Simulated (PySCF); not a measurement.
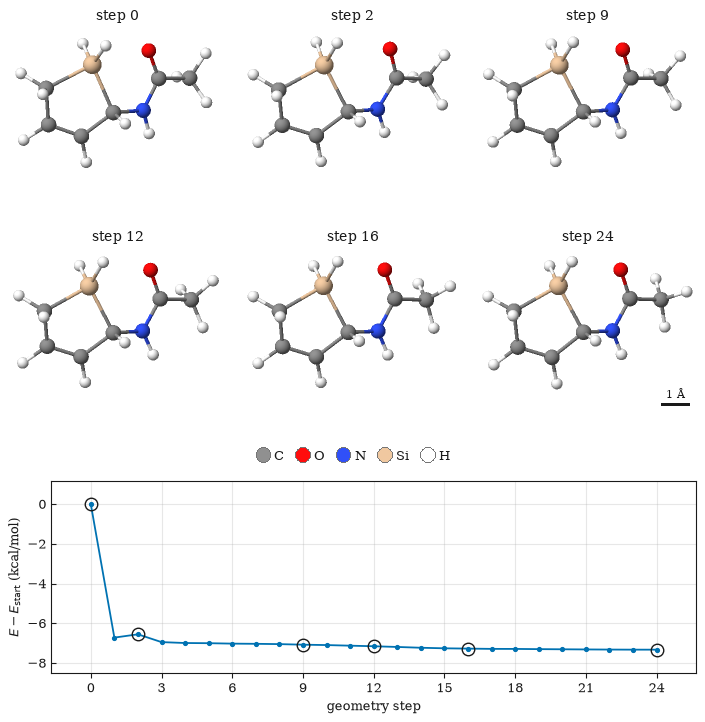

Frames of a relaxation of C6H11NOSi, marked on the history of the run. The picture is a ball-and-stick view, seen at a tilt.

The start comes from GFN2-xTB. Its atoms were then displaced at random by about 0.01 Å.

All numbers below come from PBE0-D3(BJ)/def2-SVP geometry optimisation, gas phase (PySCF). 

### Describe the path.

An H atom moves most after the best rigid fit: 0.81 Å. Largest moves by element: H 0.81 Å, O 0.16 Å, Si 0.15 Å, C 0.12 Å, N 0.03 Å. Some distances before and after: O–Si 2.292 → 2.523 Å, C–Si 2.888 → 3.041 Å, C–N 1.297 → 1.349 Å, H–Si 1.450 → 1.489 Å. Among the angles between lasting bonds that change: C–N–H 125.6° → 119.5°, H–Si–H 120.4° → 114.4°, C–Si–H 101.2° → 105.8°. Groups turn about C–C by about 45°. The energy falls by 7.33 kcal/mol in 24 geometry steps. From step 0 to 2: the O atom moves most (0.24 Å), energy −6.56 kcal/mol. From step 2 to 9: an H atom moves most (0.12 Å), energy −0.52 kcal/mol. From step 9 to 12: H atoms move most (0.21 Å), energy −0.08 kcal/mol. From step 12 to 16: H atoms move most (0.25 Å), energy −0.12 kcal/mol. From step 16 to 24: an H atom moves most (0.22 Å), energy −0.05 kcal/mol.

| step | E − E(0), kcal/mol |
| --- | --- |
| 0 | 0.00 |
| 1 | -6.72 |
| 2 | -6.56 |
| 3 | -6.95 |
| 4 | -6.99 |
| 5 | -7.00 |
| 6 | -7.03 |
| 7 | -7.04 |
| 8 | -7.05 |
| 9 | -7.08 |
| 10 | -7.10 |
| 11 | -7.13 |
| 12 | -7.16 |
| 13 | -7.19 |
| 14 | -7.23 |
| 15 | -7.26 |
| 16 | -7.28 |
| 17 | -7.29 |
| 18 | -7.29 |
| 19 | -7.30 |
| 20 | -7.31 |
| 21 | -7.32 |
| 22 | -7.32 |
| 23 | -7.33 |
| 24 | -7.33 |
